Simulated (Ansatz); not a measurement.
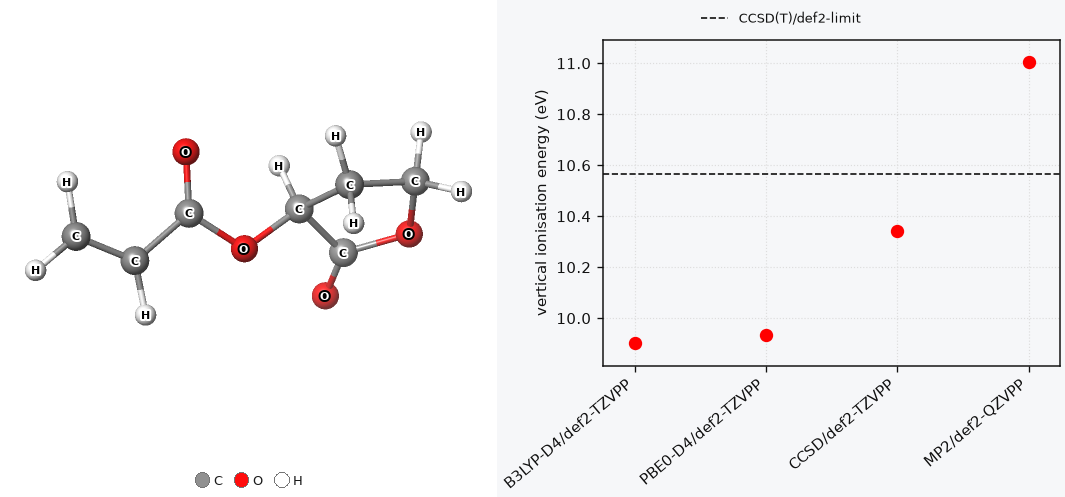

Vertical ionisation energy of C₇H₈O₄, SMILES C=CC(=O)O[C@H]1CCOC1=O, taken as the energy of the cation less that of the neutral at fixed geometry (unrestricted doublet cation, cores frozen in correlated methods, no spin-orbit coupling), the Ansatz code, at a PBE0-D4/def2-TZVP geometry (no frequency check). Limit means an estimate of the basis limit from triple and quadruple zeta; for coupled cluster it is either extrapolated directly or built as the MP2 limit plus the step from MP2 in triple zeta. The distance of CCSD/def2-TZVPP and MP2/def2-QZVPP to the limit includes basis error.

### Which level comes closest to the line (CCSD(T)/def2-limit), and which misses most?

Closest CCSD/def2-TZVPP (10.34 eV), against 10.57 eV; farthest B3LYP-D4/def2-TZVPP (9.90 eV).

### Give the values.

```
              level     eV  less CCSD(T)/def2-limit
B3LYP-D4/def2-TZVPP   9.90                    −0.66
 PBE0-D4/def2-TZVPP   9.93                    −0.63
    CCSD/def2-TZVPP  10.34                    −0.22
     MP2/def2-QZVPP  11.01                     0.44
 CCSD(T)/def2-limit  10.57                     0.00
```

Caveats, for all or some of the runs: one conformer of a flexible molecule.
